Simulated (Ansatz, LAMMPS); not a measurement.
# V in place of Ti at several sites of glassy 68TiO2-32SiO2 (mol %) (84 atoms)

At which site of glassy 68TiO2-32SiO2 (mol %) (84 atoms) does V in place of Ti cost least, and what about the site decides it?

Program: Ansatz 0.2.0. Level of theory: Kohn-Sham DFT, PBE, PAW (set soft_2), plane waves. Results are calculated unless marked as measured.

### 1. Set-up

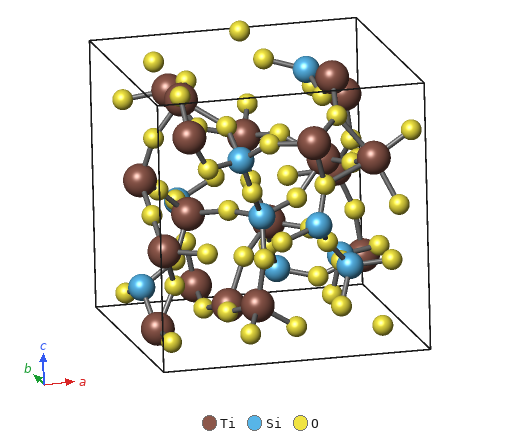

The cell as given, slightly off an axis (titanium brown, silicon blue, oxygen yellow). Bonds to atoms that aren't drawn are left out. Some periodic images of atoms are drawn too.

The cell holds 84 atoms: 19 Ti, 9 Si and 56 O. Cell: a = 10.322 Å, b = 10.322 Å, c = 10.322 Å, α = 90.0°, β = 90.0°, γ = 90.0°. 84 atoms (19 Ti, 9 Si, 56 O) placed at random at 3.07 g/cm³, melted at 4000 K for 10 ps at fixed volume with the Morse and Coulomb pair potential with partial charges (Pedone, Malavasi, Menziani, Cormack and Segre, J. Phys. Chem. B 110, 11780 (2006)). Quenched from 4000 K to 300 K at 10 K/ps and fixed volume, held 10 ps at zero pressure.

What the set-up can't give: The quench rate of 10 K/ps is orders of magnitude faster than experiment, which tends to freeze in extra defects. The network of bonds at the start is that of the classical potential that made the cell, and needn't be the one that DFT or experiment would give. Only the Γ point is sampled, in a cell whose shortest periodic width is 10 Å.

### 2. Single point at the start

A single point comes first, to see the forces before anything moves.

File input.yaml:

```yaml
crystal:
  lattice:
    - [10.32186, 0.0, 0.0]
    - [0.0, 10.32186, 0.0]
    - [0.0, 0.0, 10.32186]
  atoms:
    - { symbol: Ti, position: [0.72758, 0.44657, 0.63149] }
    - { symbol: Ti, position: [0.19778, 0.44008, 0.89855] }
    - { symbol: Ti, position: [0.58882, 0.73543, 0.33492] }
    - { symbol: Ti, position: [0.43357, 0.30709, 0.13866] }
    - { symbol: Ti, position: [0.49871, 0.71523, 0.67019] }
    - { symbol: Ti, position: [0.9774, 0.89282, 0.13668] }
    - { symbol: Ti, position: [0.26521, 0.64492, 0.41366] }
    - { symbol: Ti, position: [0.89763, 0.79262, 0.77324] }
    - { symbol: Ti, position: [0.73044, 0.29808, 0.97163] }
    - { symbol: Ti, position: [0.8348, 0.11979, 0.70434] }
    - { symbol: Ti, position: [0.04859, 0.48464, 0.59774] }
    - { symbol: Ti, position: [0.14672, 0.12041, 0.83905] }
    - { symbol: Ti, position: [0.88093, 0.89061, 0.46958] }
    - { symbol: Ti, position: [0.5876, 0.01773, 0.80519] }
    - { symbol: Ti, position: [0.36779, 0.97937, 0.05475] }
    - { symbol: Ti, position: [0.06186, 0.19421, 0.40118] }
    - { symbol: Ti, position: [0.03843, 0.22848, 0.10428] }
    - { symbol: Ti, position: [0.40419, 0.62838, 0.064] }
    - { symbol: Ti, position: [0.23109, 0.76256, 0.85157] }
    - { symbol: Si, position: [0.70456, 0.58153, 0.93365] }
    - { symbol: Si, position: [0.67218, 0.96695, 0.09469] }
    - { symbol: Si, position: [0.75621, 0.20034, 0.28672] }
    - { symbol: Si, position: [0.30644, 0.9683, 0.3797] }
    - { symbol: Si, position: [0.07046, 0.58529, 0.16947] }
    - { symbol: Si, position: [0.60294, 0.0392, 0.48972] }
    - { symbol: Si, position: [0.36616, 0.23696, 0.7061] }
    - { symbol: Si, position: [0.79859, 0.51072, 0.24606] }
    - { symbol: Si, position: [0.47256, 0.37003, 0.454] }
    - { symbol: O, position: [0.04587, 0.72947, 0.11499] }
    - { symbol: O, position: [0.34624, 0.36012, 0.80498] }
    - { symbol: O, position: [0.55848, 0.63245, 0.97333] }
    - { symbol: O, position: [0.06704, 0.78992, 0.82428] }
    - { symbol: O, position: [0.19081, 0.06843, 0.41085] }
    - { symbol: O, position: [0.79236, 0.28339, 0.64943] }
    - { symbol: O, position: [0.63819, 0.07373, 0.63139] }
    - { symbol: O, position: [0.91779, 0.79013, 0.60149] }
    - { symbol: O, position: [0.95019, 0.89133, 0.31182] }
    - { symbol: O, position: [0.77195, 0.54125, 0.09368] }
    - { symbol: O, position: [0.47182, 0.65102, 0.23479] }
    - { symbol: O, position: [0.76332, 0.35956, 0.26548] }
    - { symbol: O, position: [0.20208, 0.60272, 0.25616] }
    - { symbol: O, position: [0.05461, 0.34086, 0.50103] }
    - { symbol: O, position: [0.98012, 0.13159, 0.79362] }
    - { symbol: O, position: [0.46017, 0.29901, 0.31227] }
    - { symbol: O, position: [0.71477, 0.61962, 0.32806] }
    - { symbol: O, position: [0.35443, 0.80266, 0.01374] }
    - { symbol: O, position: [0.35744, 0.45373, 0.08484] }
    - { symbol: O, position: [0.90716, 0.17434, 0.30251] }
    - { symbol: O, position: [0.95246, 0.54627, 0.26107] }
    - { symbol: O, position: [0.70586, 0.906, 0.45615] }
    - { symbol: O, position: [0.38206, 0.50458, 0.45113] }
    - { symbol: O, position: [0.66088, 0.14711, 0.39735] }
    - { symbol: O, position: [0.09598, 0.45634, 0.75833] }
    - { symbol: O, position: [0.22696, 0.17181, 0.70024] }
    - { symbol: O, position: [0.62087, 0.86907, 0.21261] }
    - { symbol: O, position: [0.41724, 0.28177, 0.56997] }
    - { symbol: O, position: [0.72852, 0.44098, 0.86781] }
    - { symbol: O, position: [0.81384, 0.91759, 0.06555] }
    - { symbol: O, position: [0.69933, 0.11405, 0.16074] }
    - { symbol: O, position: [0.87474, 0.52065, 0.59941] }
    - { symbol: O, position: [0.54906, 0.85654, 0.75056] }
    - { symbol: O, position: [0.23398, 0.98378, 0.90356] }
    - { symbol: O, position: [0.45428, 0.99828, 0.45024] }
    - { symbol: O, position: [0.7073, 0.14834, 0.86636] }
    - { symbol: O, position: [0.14422, 0.59982, 0.52442] }
    - { symbol: O, position: [0.58003, 0.31732, 0.04406] }
    - { symbol: O, position: [0.26258, 0.82039, 0.42375] }
    - { symbol: O, position: [0.11791, 0.27866, 0.2467] }
    - { symbol: O, position: [0.6139, 0.40545, 0.50321] }
    - { symbol: O, position: [0.04295, 0.04504, 0.09774] }
    - { symbol: O, position: [0.36784, 0.15815, 0.07326] }
    - { symbol: O, position: [0.14814, 0.25164, 0.9611] }
    - { symbol: O, position: [0.81433, 0.94017, 0.77588] }
    - { symbol: O, position: [0.79834, 0.68772, 0.86687] }
    - { symbol: O, position: [0.55766, 0.97938, 0.99276] }
    - { symbol: O, position: [0.89069, 0.26931, 0.03372] }
    - { symbol: O, position: [0.90868, 0.05128, 0.53933] }
    - { symbol: O, position: [0.32944, 0.73323, 0.71009] }
    - { symbol: O, position: [0.44915, 0.13035, 0.78556] }
    - { symbol: O, position: [0.52454, 0.73462, 0.49638] }
    - { symbol: O, position: [0.33102, 0.95744, 0.22542] }
    - { symbol: O, position: [0.60061, 0.58499, 0.70007] }
    - { symbol: O, position: [0.2593, 0.6038, 0.92333] }
    - { symbol: O, position: [0.08841, 0.47476, 0.05555] }
kpoints:
  mp_grid: { grid: [1, 1, 1] }
hamiltonian:
  xc: pbe
scf:
  occupations: { method: fixed }
output:
  forces: true
```

The run is started by

```console
ansatz run input.yaml --threads 4 --pin off --max-ram 8192MiB --backend cpu --events-out ev --progress --plain --runs-dir out
```

Numbers of over 12 decimals in the logs are rounded to 6 here.

The log of the run:

```text
[...]
Pseudopotentials: kind: paw
Pseudopotential: Ti, paw, valence charge 12, recommended cutoff 420 eV (normal), Ti.paw.azcp
Pseudopotential: Si, paw, valence charge 4, recommended cutoff 420 eV (normal), Si.paw.azcp
Pseudopotential: O, paw, valence charge 6, recommended cutoff 420 eV (normal), O.paw.azcp
[...]
Crystal: 84 atoms, lattice volume = 1099.699 Å³
Basis set: ecut = 420 eV, 21559 PW (Γ), exchange–correlation on 144×144×144 points (8 copies of the dense FFT grid, shifted against one another)
Bands: 384, of which v1, the nominal top of the filled ones, is band 300 counted from 1 (299 counted from 0)
Symmetry: 1 space group operations
Space group: P1 (ITA 1), of the structure as read, at distance tolerance 1.0e-4 Å
k-points: 1
[...]
Initial density: superposition of atomic densities (neutral atoms: chi_scale 0, normalization atom), corrected by the library's trained network
Initial wavefunctions: pseudopotential atomic-orbital guess
[...]
SCF iter   1: F=—  HF=-85087.862021 eV  |F-HF|=—  |Δ(HF+E_count)|=         —  Δρ=4.09e-3  dr2=1.97e-1  ethr=1.77e-3  ⟨swp⟩=5.0  Hψ=1167  notcnv=0  defer=79
preconditioner: auto → Resta (q_TF=auto, 2.466 Å⁻¹)  ε∞=5.8  [insulator: Δε(μ)=2.579 eV  Ē_g=10.785 eV  n_scr=256 (ndim 8)  ℏωp=23.7 eV  f_vac=0.125  ε∞_Penn≈5.8]
[...]
SCF iter  11: F=—  HF=-85087.850430 eV  |F-HF|=—  |Δ(HF+E_count)|=   1.99e-7  Δρ=3.27e-6  dr2=1.36e-7  ethr=1.03e-10  ⟨swp⟩=2.0  Hψ=573  notcnv=0  defer=77
SCF iter  12: F=-85087.850430 eV  HF=-85087.850430 eV  |F-HF|=3.30e-9  |Δ(HF+E_count)|=   5.45e-8  Δρ=1.61e-6  dr2=3.42e-8  ethr=1.67e-11  ⟨swp⟩=4.0  Hψ=989  notcnv=0
SCF 1 converged in 12 iterations: F = -85087.850430 eV  dr2 = 3.42e-8
[...]
SCF converged after 12 iterations
Free energy (F): -85087.850430 eV
Harris-Foulkes:  -85087.850430 eV  (|F-HF|=3.30e-9)
Internal energy: -85087.850430 eV  (E = F + TS)
E sigma→0 (E₀):  -85087.850430 eV
Fermi energy:    4.848495 eV
--- Per-component energies (eV) ---
[...]
Σ components = -85087.850430   (vs F -85087.850430, Δ=0.00e0)
--- Forces (eV/Å), atoms counted from 1 ---
  atom   1  Ti    -2.29362899    -0.33918853     1.48620299
  atom   2  Ti     0.78258857    -1.96493778     0.72487630
  atom   3  Ti     0.19382766     1.52225301    -1.31906903
  atom   4  Ti    -0.38342723    -0.52357485    -0.44652059
[...]
atom  84  O     -0.00439983     0.03646741    -0.28390611
  max |Σ_I F_I| component: 3.12e-5 eV/Å
```

It took 14 s on 4 threads of Arm Neoverse V1, shared host; peak memory 1.4 GiB.

The r.m.s. force at the start is 1.1 eV/Å.

### 3. Relaxation

The atoms are relaxed in the fixed cell, aiming at the force tolerance of the input.

File input.yaml:

```yaml
crystal:
  lattice:
    - [10.32186, 0.0, 0.0]
    - [0.0, 10.32186, 0.0]
    - [0.0, 0.0, 10.32186]
  atoms:
    [... the 84 atom lines of step 2 ...]
kpoints:
  mp_grid: { grid: [1, 1, 1] }
hamiltonian:
  xc: pbe
scf:
  occupations: { method: fixed }
output:
  forces: true
relax:
  f_tol: 0.05
  max_steps: 120
```

The log of the run:

```text
[...]
Crystal: 84 atoms, lattice volume = 1099.699 Å³
Basis set: ecut = 420 eV, 21559 PW (Γ), exchange–correlation on 144×144×144 points (8 copies of the dense FFT grid, shifted against one another)
Bands: 384, of which v1, the nominal top of the filled ones, is band 300 counted from 1 (299 counted from 0)
Symmetry: 1 space group operations
[...]
k-points: 1
[...]
SCF iter   1: F=—  HF=-85087.862020 eV  |F-HF|=—  |Δ(HF+E_count)|=         —  Δρ=4.09e-3  dr2=1.97e-1  ethr=1.77e-3  ⟨swp⟩=5.0  Hψ=1167  notcnv=0  defer=79
[...]
SCF iter   6: F=—  HF=-85087.850409 eV  |F-HF|=—  |Δ(HF+E_count)|=   5.99e-5  Δρ=1.43e-4  dr2=2.76e-4  ethr=1.27e-7  ⟨swp⟩=2.0  Hψ=609  notcnv=0  defer=82
SCF iter   7: F=-85087.850405 eV  HF=-85087.850416 eV  |F-HF|=1.11e-5  |Δ(HF+E_count)|=   7.19e-6  Δρ=6.00e-5  dr2=4.81e-5  ethr=1.04e-8  ⟨swp⟩=2.0  Hψ=1280  notcnv=0
SCF 1 converged in 7 iterations: F = -85087.850405 eV  dr2 = 4.81e-5
[...]
relax step   1: F+E_penalty+E_count = -85087.85040482 eV  Δ(F+E_penalty+E_count) = +0.000e0 eV  max|allowed force component| = 4.905e0 eV/Å  Δτ_max = 0.0000 Å  (7 SCF iters, dr2 threshold 6.25e-5 eV, accepted)
[...]
relax step   2: F+E_penalty+E_count = -85091.66500568 eV  Δ(F+E_penalty+E_count) = -3.815e0 eV  max|allowed force component| = 3.189e0 eV/Å  Δτ_max = 0.1947 Å  (8 SCF iters, dr2 threshold 1.00e-4 eV, accepted)
[...]
relax step   3: F+E_penalty+E_count = -85093.43548442 eV  Δ(F+E_penalty+E_count) = -1.770e0 eV  max|allowed force component| = 7.522e-1 eV/Å  Δτ_max = 0.2000 Å  (8 SCF iters, dr2 threshold 1.00e-4 eV, accepted)
relax step   4: F+E_penalty+E_count = -85093.75070000 eV  Δ(F+E_penalty+E_count) = -3.152e-1 eV  max|allowed force component| = 1.868e-1 eV/Å  Δτ_max = 0.2000 Å  (8 SCF iters, dr2 threshold 3.54e-5 eV, accepted)
relax step   5: F+E_penalty+E_count = -85093.76644756 eV  Δ(F+E_penalty+E_count) = -1.575e-2 eV  max|allowed force component| = 5.556e-1 eV/Å  Δτ_max = 0.2000 Å  (13 SCF iters, accepted)
relax step   6: F+E_penalty+E_count = -85093.87734355 eV  Δ(F+E_penalty+E_count) = -1.109e-1 eV  max|allowed force component| = 3.039e-1 eV/Å  Δτ_max = 0.2000 Å  (8 SCF iters, dr2 threshold 1.93e-5 eV, accepted)
relax step   7: F+E_penalty+E_count = -85093.95335076 eV  Δ(F+E_penalty+E_count) = -7.601e-2 eV  max|allowed force component| = 1.976e-1 eV/Å  Δτ_max = 0.2000 Å  (8 SCF iters, dr2 threshold 2.76e-5 eV, accepted)
relax step   8: F+E_penalty+E_count = -85093.97498607 eV  Δ(F+E_penalty+E_count) = -2.164e-2 eV  max|allowed force component| = 2.232e-1 eV/Å  Δτ_max = 0.0475 Å  (7 SCF iters, dr2 threshold 1.17e-5 eV, accepted)
relax step   9: F+E_penalty+E_count = -85093.85191642 eV  Δ(F+E_penalty+E_count) = +1.231e-1 eV  max|allowed force component| = 2.486e-1 eV/Å  Δτ_max = 0.2000 Å  (8 SCF iters, dr2 threshold 2.10e-5 eV, rejected (line search))
relax step  10: F+E_penalty+E_count = -85093.97551518 eV  Δ(F+E_penalty+E_count) = -5.291e-4 eV  max|allowed force component| = 3.080e-1 eV/Å  Δτ_max = 0.0930 Å  (12 SCF iters, accepted)
relax step  11: F+E_penalty+E_count = -85093.99447361 eV  Δ(F+E_penalty+E_count) = -1.896e-2 eV  max|allowed force component| = 9.673e-2 eV/Å  Δτ_max = 0.0397 Å  (6 SCF iters, dr2 threshold 9.49e-5 eV, accepted)
relax step  12: F+E_penalty+E_count = -85093.99649698 eV  Δ(F+E_penalty+E_count) = -2.023e-3 eV  max|allowed force component| = 6.617e-2 eV/Å  Δτ_max = 0.0237 Å  (10 SCF iters, accepted)
relax step  13: F+E_penalty+E_count = -85093.99573893 eV  Δ(F+E_penalty+E_count) = +7.581e-4 eV  max|allowed force component| = 3.894e-2 eV/Å  Δτ_max = 0.0266 Å  (10 SCF iters, rejected (line search))
[...]
relax step  14: F+E_penalty+E_count = -85093.99711086 eV  Δ(F+E_penalty+E_count) = -6.139e-4 eV  max|allowed force component| = 4.415e-2 eV/Å  Δτ_max = 0.0133 Å  (9 SCF iters, accepted)
SCF converged after 9 iterations
Free energy (F): -85093.997111 eV
[...]
Internal energy: -85093.997111 eV  (E = F + TS)
E sigma→0 (E₀):  -85093.997111 eV
Fermi energy:    4.561702 eV
[...]
Σ components = -85093.997111   (vs F -85093.997111, Δ=0.00e0)
--- Forces (eV/Å), atoms counted from 1 ---
  atom   1  Ti    -0.02882573     0.02403745     0.01787216
  atom   2  Ti     0.01952620     0.02574232     0.00857282
  atom   3  Ti    -0.01460744    -0.00887794    -0.00674797
  atom   4  Ti    -0.00639622     0.00682377    -0.01722742
[...]
atom  84  O     -0.00074086    -0.00649585     0.00456307
  max |Σ_I F_I| component: 1.80e-4 eV/Å
--- Relaxed structure (14 steps of the walk, 12 accepted, 0 SCFs on fresh bases) ---
  F+E_penalty+E_count = -85093.99711086 eV   max|allowed force component| = 4.415e-2 eV/Å
  atoms:
    - { symbol: Ti, position: [0.709753, 0.461686, 0.646743] }
    - { symbol: Ti, position: [0.190074, 0.434172, 0.905444] }
    - { symbol: Ti, position: [0.584025, 0.739618, 0.305800] }
    - { symbol: Ti, position: [0.437488, 0.308378, 0.148876] }
[...]
- { symbol: O, position: [0.088611, 0.456839, 0.066591] }
```

Elapsed: 2.5 min, on 4 threads; peak memory 1.4 GiB.

The relaxation converged after 14 steps, 6.15 eV below its start, with a largest force component of 0.044 eV/Å.

### 4. Single point at the relaxed geometry

The electronic structure is read at the final geometry, in a run of its own.

File input.yaml:

```yaml
crystal:
  lattice:
    - [10.32186, 0.0, 0.0]
    - [0.0, 10.32186, 0.0]
    - [0.0, 0.0, 10.32186]
  atoms:
    - { symbol: Ti, position: [0.70975, 0.46169, 0.64674] }
    - { symbol: Ti, position: [0.19007, 0.43417, 0.90544] }
    - { symbol: Ti, position: [0.58402, 0.73962, 0.3058] }
    - { symbol: Ti, position: [0.43749, 0.30838, 0.14888] }
    - { symbol: Ti, position: [0.48875, 0.72594, 0.64291] }
    - { symbol: Ti, position: [0.97866, 0.88368, 0.14032] }
    [... 72 atom lines left out ...]
    - { symbol: O, position: [0.46466, 0.13994, 0.77515] }
    - { symbol: O, position: [0.5251, 0.73556, 0.46743] }
    - { symbol: O, position: [0.3132, 0.93383, 0.23696] }
    - { symbol: O, position: [0.59549, 0.60075, 0.69423] }
    - { symbol: O, position: [0.24648, 0.60782, 0.92509] }
    - { symbol: O, position: [0.08861, 0.45684, 0.06659] }
kpoints:
  mp_grid: { grid: [1, 1, 1] }
hamiltonian:
  xc: pbe
scf:
  occupations: { method: fixed }
output:
  forces: true
  stress: true
  populations: true
  dos:
    method: { smearing: { sigma: 0.1 } }
    de: 0.1
    projected: { site_lists: { O: [O], Si: [Si], Ti: [Ti] } }
  eigenvalues: true
  write_density: true
  write_potential: true
  volumetric_format: npy
  elf: true
```

The log of the run:

```text
[...]
Crystal: 84 atoms, lattice volume = 1099.699 Å³
Basis set: ecut = 420 eV, 21559 PW (Γ), exchange–correlation on 144×144×144 points (8 copies of the dense FFT grid, shifted against one another)
Bands: 384, of which v1, the nominal top of the filled ones, is band 300 counted from 1 (299 counted from 0)
Symmetry: 1 space group operations
[...]
k-points: 1
[...]
SCF iter   1: F=—  HF=-85094.002314 eV  |F-HF|=—  |Δ(HF+E_count)|=         —  Δρ=3.90e-3  dr2=1.70e-1  ethr=1.77e-3  ⟨swp⟩=5.0  Hψ=1286  notcnv=0  defer=81
[...]
SCF iter  12: F=-85093.997095 eV  HF=-85093.997095 eV  |F-HF|=3.68e-9  |Δ(HF+E_count)|=   4.70e-8  Δρ=1.61e-6  dr2=3.25e-8  ethr=1.67e-11  ⟨swp⟩=15.0  Hψ=2723  notcnv=0
SCF 1 converged in 12 iterations: F = -85093.997095 eV  dr2 = 3.25e-8
[...]
SCF converged after 12 iterations
Free energy (F): -85093.997095 eV
[...]
Internal energy: -85093.997095 eV  (E = F + TS)
E sigma→0 (E₀):  -85093.997095 eV
Fermi energy:    4.561559 eV
[...]
--- Forces (eV/Å), atoms counted from 1 ---
  atom   1  Ti    -0.02787822     0.02421852     0.01836803
  atom   2  Ti     0.02051843     0.02642675     0.00982665
  atom   3  Ti    -0.01390356    -0.00964824    -0.00652889
  atom   4  Ti    -0.00631733     0.00721994    -0.01922395
  atom   5  Ti    -0.01988725     0.00381439     0.01261648
  atom   6  Ti    -0.00686387    -0.01812373    -0.01743279
  atom   7  Ti     0.00904505     0.01339300    -0.01386867
  atom   8  Ti     0.00533665    -0.00784175     0.02088729
  atom   9  Ti    -0.02814845     0.02617608     0.00513601
  atom  10  Ti     0.00336100    -0.00960865     0.02077838
  atom  11  Ti    -0.01239417     0.03002706     0.02547830
  atom  12  Ti     0.03797425    -0.01936376     0.00815671
  atom  13  Ti    -0.01608566    -0.02880402     0.01150142
  atom  14  Ti    -0.00174415    -0.04687261     0.01348025
[...]
atom  83  O     -0.01054419    -0.02830923    -0.00232406
  atom  84  O     -0.00058690    -0.00636924     0.00455318
  max |Σ_I F_I| component: 1.02e-4 eV/Å
--- Stress (GPa, compression-positive) ---
        0.125492      -0.043241      -0.428901
       -0.043241      -1.470842      -0.223402
       -0.428901      -0.223403      -0.886892
  P = ⅓ Tr σ = -0.7441 GPa (-7.441 kbar)
--- Band table (eV) ---
[...]
--- Löwdin populations: 84 sites ---
  site symbol       q [e]
     0     Ti     10.6218
     1     Ti     10.5999
     2     Ti     10.6283
[...]
83      O      6.7616
  spilling = 0.005908 (of n_electrons = 600.000000)
```

Wall time 22 s (4 threads); peak memory 1.5 GiB; 84 s of CPU time.

Read from the output:

```
free energy                                      : -85093.9971 eV
free energy per atom                             : -1013.0238 eV/atom
SCF cycles                                       : 12
pressure                                         : -0.7441 GPa
r.m.s. force component                           : 0.01297 eV/Å
longest force                                    : 0.0488 eV/Å
Fermi energy                                     : 4.562 eV
gap (highest filled to lowest empty level) : 2.935 eV
spilling of the projection                       : 0.005908
```

(Continued in part 2 of 3.)

[Logs are printed without paths, hosts, clocks, repeated set-up lines and the standing remarks that a program may print on its own settings, such as how far it seeks lower states.]

[Hosts, paths, dates, database ids (printed as entryN), source tags and the programs' standing remarks are cut or masked in the printed files.]
